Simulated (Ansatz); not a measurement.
# CdAg (Pm-3m): scan of the energy under strain, by script

Aim: a scan of the energy under strain, for CdAg (Pm-3m), run from a script.

All numbers are computed with Ansatz 0.2.0 through its Python package. Level of theory: DFT PBEsol, plane waves, PAW.

## (1) Starting point

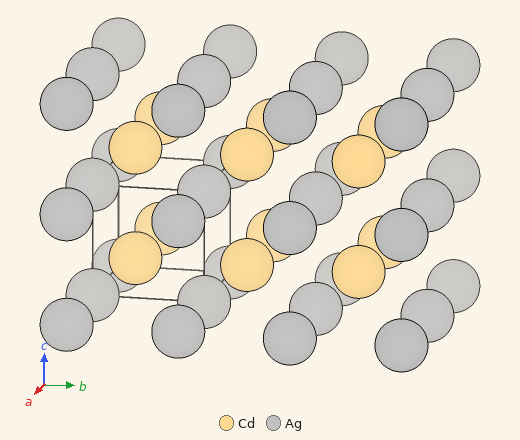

The structure that the script starts from, seen slightly off an axis (cadmium orange, silver light grey). 2×3×2 cells are drawn. Atoms on cell faces are repeated.

No structure file is read: the coordinates are typed or built in the script.

## (2) The script

Contents of strain_cdag.py:

```python
"""Energy of CdAg under uniaxial strain, ions carried with the cell."""

import ansatz
import matplotlib.pyplot as plt
import numpy as np

vectors0 = np.array([
    [3.33, 0.0, 0.0],
    [0.0, 3.33, 0.0],
    [0.0, 0.0, 3.33],
])
sites = [
    ("Cd", (0.5, 0.5, 0.5)),
    ("Ag", (0.0, 0.0, 0.0)),
]


def on_lattice(cell):
    crystal = ansatz.Crystal(lattice=ansatz.Lattice.of(cell))
    for symbol, position in sites:
        crystal = crystal.atom(symbol, position)
    return crystal


def main() -> None:
    # clamped ions: the fractional positions stay as typed
    values = np.linspace(-0.03, 0.03, 7)
    energies = []
    for d in values:
        strain = np.diag([0, 0, d])
        cell = vectors0 @ (np.eye(3) + strain)
        calc = (
            on_lattice(cell).calculation()
            .functional(ansatz.Functional.PBESOL)
            .pseudopotentials("paw")
            .basis(450)
            .occupations(ansatz.OccupationsMethod.COLD, width=0.05)
            .kpoints(10, 10, 10)
        )
        r = calc.run(threads=1, pin="off").report
        energies.append(r["free_energy_ev"] / len(sites))
        print(f"d = {d:+.4f}  F = {energies[-1]:.5f} eV/atom")
    energies = np.array(energies)

    for value, e in zip(values, energies):
        print(f"strain {value:7.3f}   E - Emin = {1000 * (e - energies.min()):9.3f} meV/atom")
    plt.figure(figsize=(4.5, 3))
    plt.plot(values, 1000 * (energies - energies.min()), "o-")
    plt.xlabel("strain")
    plt.ylabel("meV/atom")
    plt.tight_layout()
    plt.savefig("strain.png", dpi=100)
    curvature = 2 * np.polyfit(values, energies, 3)[1]
    volume = abs(np.linalg.det(vectors0)) / len(sites)
    print(f"d2E/dd2 over the volume: {curvature / volume * 160.21766:.1f} GPa")


if __name__ == "__main__":
    main()
```

## (3) The calls as engine input

The engine receives this input (first run):

```yaml
crystal:
  lattice:
    - [3.33, 0.0, 0.0]
    - [0.0, 3.33, 0.0]
    - [0.0, 0.0, 3.2301]
  atoms:
    - { symbol: Cd, position: [0.5, 0.5, 0.5] }
    - { symbol: Ag, position: [0.0, 0.0, 0.0] }
basis:
  ecutwfc: 450.0
kpoints:
  mp_grid:
    grid: [10, 10, 10]
hamiltonian:
  xc: pbesol
  pseudopotentials:
    kind: paw
scf:
  occupations:
    method: cold
    width: 0.05
```

## (4) Launch

The run is started by

```
> python strain_cdag.py
```

Log:

```text
d = -0.0300  F = -7853.23338 eV/atom
d = -0.0200  F = -7853.23281 eV/atom
d = -0.0100  F = -7853.23116 eV/atom
d = +0.0000  F = -7853.22946 eV/atom
d = +0.0100  F = -7853.22693 eV/atom
d = +0.0200  F = -7853.22378 eV/atom
d = +0.0300  F = -7853.21950 eV/atom
strain  -0.030   E - Emin =     0.000 meV/atom
strain  -0.020   E - Emin =     0.569 meV/atom
strain  -0.010   E - Emin =     2.215 meV/atom
strain   0.000   E - Emin =     3.917 meV/atom
strain   0.010   E - Emin =     6.450 meV/atom
strain   0.020   E - Emin =     9.599 meV/atom
strain   0.030   E - Emin =    13.884 meV/atom
d2E/dd2 over the volume: 57.4 GPa
```

Wall time 32 s (1 thread of Arm Neoverse V1, shared host); peak memory 0.48 GiB.

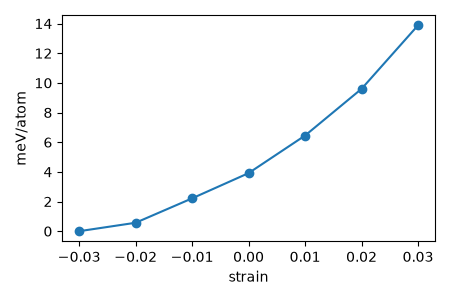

The script's own figure, strain.png.

## (5) What changed from run to run

The engine's inputs for some of the other runs:

Run 2, against run 1:

```diff
@@ -5 +5 @@
-    - [0.0, 0.0, 3.2301]
+    - [0.0, 0.0, 3.2634]
```

Run 3, against run 1:

```diff
@@ -5 +5 @@
-    - [0.0, 0.0, 3.2301]
+    - [0.0, 0.0, 3.2967]
```

Run 6, against run 1:

```diff
@@ -5 +5 @@
-    - [0.0, 0.0, 3.2301]
+    - [0.0, 0.0, 3.3966000000000003]
```

## (6) Run by run

One row for each of the 7 runs:

```
run  strain  energy from run 1 (meV/atom)  SCF cycles  CPU time (s)
  1  -0.030                          0.00           6           4.4
  2  -0.020                          0.57           6           4.3
  3  -0.010                          2.22           6           4.5
  4   0.000                          3.92           6             2
  5   0.010                          6.45           6           4.7
  6   0.020                          9.60           6           4.5
  7   0.030                         13.88           6           4.5
```

Energies are free energies F = E - TS of the smeared occupations. 

## (7) What came out

| quantity | value |
| --- | --- |
| curvature under the strain | 57.4 GPa |
| runs compared | 7 |
| range of energy | 13.88 meV/atom |
| lowest point, strain | -0.030 |

What this shows: The lowest point is at the first value of the scan; the highest lies 13.9 meV/atom above it. The unstrained cell isn't the minimum along this strain, so the curvature isn't an elastic constant at equilibrium. Caveats:
- The curvature belongs to this strain pattern and to the cell's stress; it equals a single elastic constant only for simple patterns.
- In a metal a curvature from energy changes of a few meV or less hangs on mesh and smearing, in size and even in sign.
- The ions keep their fractional positions (clamped ions).
